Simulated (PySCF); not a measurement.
**C7H9N (SMILES CN1C=CC=CC=C1): density, localisation and related maps**

```xyz
17

C     2.4055   -0.1478    0.0832
N     0.9905   -0.0267   -0.1704
C     0.2800   -1.2148   -0.3331
C    -1.0270   -1.4666   -0.2920
C    -2.1431   -0.5532   -0.0121
C    -2.0704    0.7560    0.2033
C    -0.8575    1.5851    0.2102
C     0.4152    1.2203    0.0678
H     2.8198   -0.9677   -0.5042
H     2.6211   -0.3398    1.1431
H     2.9156    0.7706   -0.2086
H     0.9429   -2.0433   -0.5545
H    -1.3239   -2.4855   -0.4964
H    -3.1132   -1.0319    0.0106
H    -2.9835    1.3041    0.3949
H    -1.0392    2.6416    0.3472
H     1.1673    1.9996    0.1110
```

Geometry: GFN2-xTB.

Computed with PySCF, PBE/pcSseg-1, SCF density, gas phase, non-relativistic.

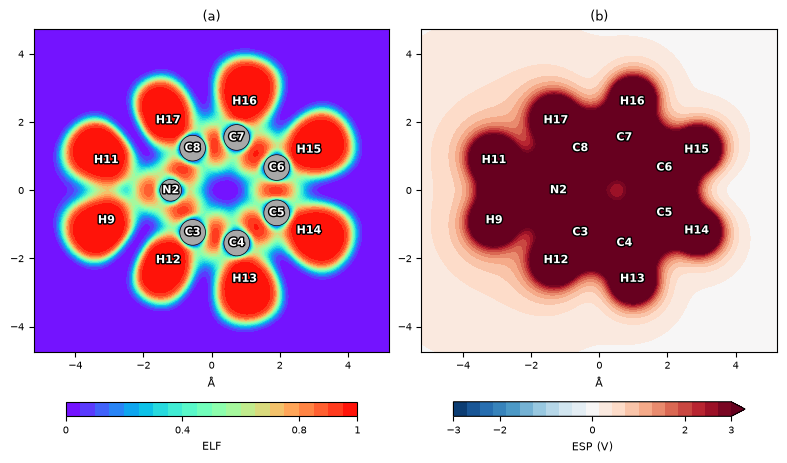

Figure 1. (a) electron localisation function; (b) electrostatic potential on the plane of atoms C5, C6 and H15. Grey discs cover the atomic cores in the ELF map.

> What do the fields say about this system?

- The plane passes through N, C and H nuclei.
- C–C (1.33 Å): the ELF peaks at about 0.90 between the atoms; a multiple bond.
- C–N (1.39 Å): the ELF peaks at about 0.90 between the atoms: a covalent bond.
- C–H (1.08 Å): the ELF climbs to about 1 towards the hydrogen, as it does in any bond to H; a covalent bond by its length.
- C–C (1.47 Å): the ELF peaks at about 0.95 between the atoms; localised, covalent bonding.
- The potential has no marked negative region in this plane.

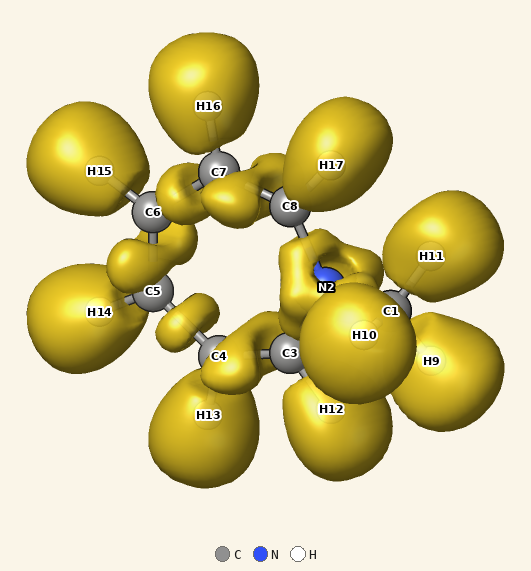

Figure 2. Isosurface of the ELF at 0.75 (yellow), seen at a tilt. Only the valence region is drawn (cores and ρ < 0.01 e/Å³ removed).

> Identify the bonds, lone pairs and shells in this picture.

The surface consists of five regions between bonded C–C atoms (shared pairs), nine regions around hydrogen nuclei and one region on N in which the atom's valence shell and bonds are merged.

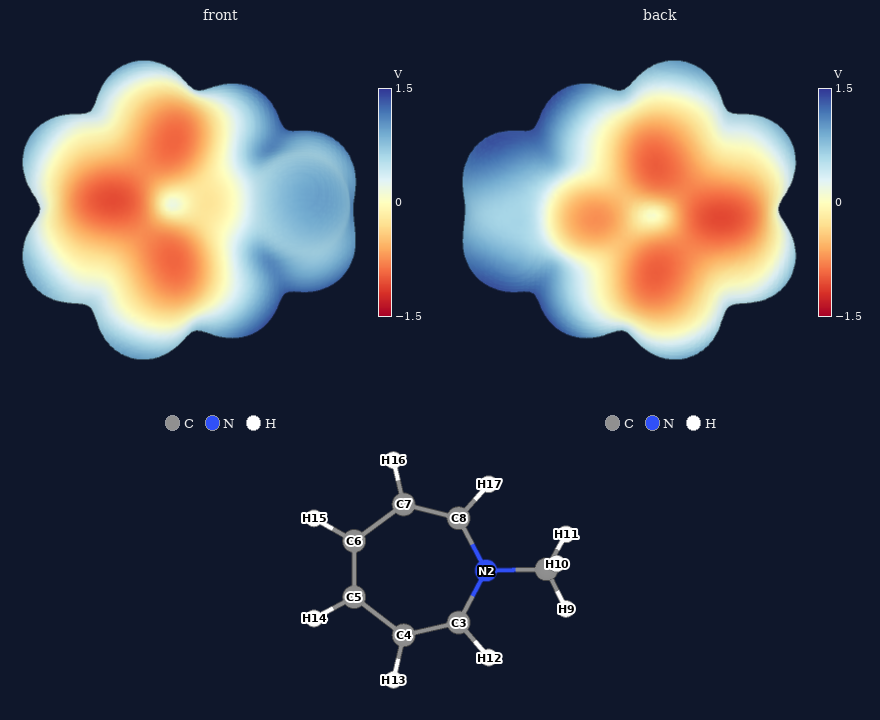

Figure 3. The molecular electrostatic potential painted on the density surface at 0.004 e/bohr³, seen from the front and from behind; red is negative and blue positive. The bare structure is drawn below in the same view.

> Where is the surface potential most negative and most positive?

The most negative region (about −1.0 V) lies over the π face of C5 and C6, the most positive (about +1.4 V) over H9, H11, H12 and H17.

> What dipole moment does the calculation give?

Its dipole moment is 1.91 D.
